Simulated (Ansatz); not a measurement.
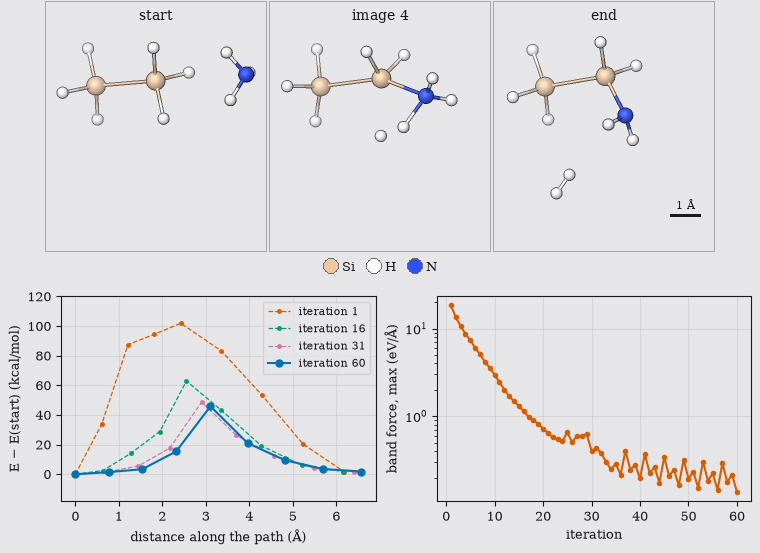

A nudged-elastic-band calculation for Si₂NH₉, made up at the start of Si2H6 and NH3. Images are numbered from 0 (start) to 8 (end). The plot follows the band through its iterations. The picture is a ball-and-stick view, seen from a free direction.

Theory: RKS PBE/cc-pVDZ (Ansatz). Settings: 7 movable images; climbing image; force threshold 0.05 eV/Å; iteration limit 60; optimiser L-BFGS; largest step 0.02 Å; starting path through a guess of the saddle point.

Did the band converge, and can the barrier be trusted?

Answer. The result isn't final. The band hadn't converged when the run stopped after 60 iterations. The largest component of the band force went from 18 to 0.14 eV/Å. The barrier read from it is provisional, though the highest image hardly moved in the last two iterations. The step length is far from the usual. The first iteration put the highest image at 101.9 kcal/mol. The highest point, image 4, lies 45.9 kcal/mol above the start and 44.0 kcal/mol above the end; the end is at +1.9 kcal/mol relative to the start.

Limits of the set-up: the start holds two separate molecules, 2.7 Å apart at their closest, whose relative position is a soft coordinate and is computed without a dispersion correction.

Cost: 13 min on 2 threads of Intel(R) Xeon(R) Platinum 8175M CPU @ 2.50GHz (Skylake/Cascade Lake), with other jobs on the host, peak memory 0.15 GiB.
